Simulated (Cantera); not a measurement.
A closed system holds: 1 mol TEOS, 2.1 mol H2O, 0.2 mol H2, at 100 Torr.

Method: chemical equilibrium by Gibbs-energy minimisation in Cantera with the NASA 1993 tables (ideal gas, pure condensed phases). Candidate condensed phases: C, C6H6, C7H8, C8H18, H2O, Si, SiC, SiO2; 123 gas species. The feed counts by its element totals alone. The tables hold silica as quartz up to 1696 K and as liquid above; real silica turns to tridymite and cristobalite and melts near 1996 K. Rates play no part.

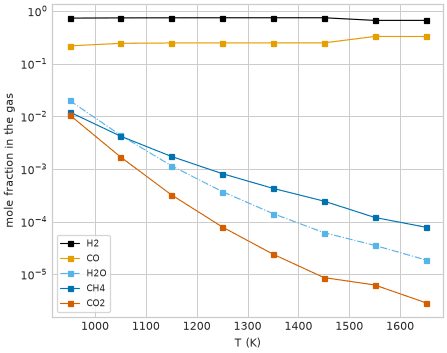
Figure: Equilibrium gas composition (values under 1e-9 drawn at 1e-9)

Q: Read off the mole fractions at 1450 K.

A: H2 about 0.75, CO about 0.25, CH4 about 0.00025, H2O about 6.2e-5, CO2 about 8.7e-6.
